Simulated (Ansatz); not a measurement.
The reference is AlN in the wurtzite structure (space group P6_3mc, No. 186; a = 3.1066 Å, c = 4.9780 Å). Axes: x lies along a and z along c of the hexagonal cell.

Perturbation: compressive biaxial strain of 2.97 % in the plane normal to [001], as in epitaxy on a mismatched substrate; the out-of-plane cell vector and the atoms relax.

The values are results of Ansatz (an electronic-structure program) r2SCAN, scalar-relativistic without spin-orbit coupling, earlier PAW set, not measurements.

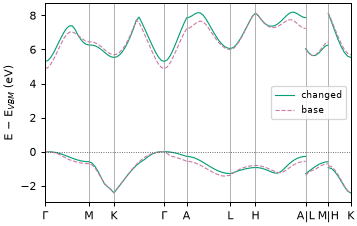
Fig. 1. Highest valence and lowest conduction band along the path, each from its own valence-band maximum

Task: From the figure, how large is the changed gap, and is it direct?

Result: About 5.3 eV, direct at Γ.

Whether these cells are dynamically stable was not tested.
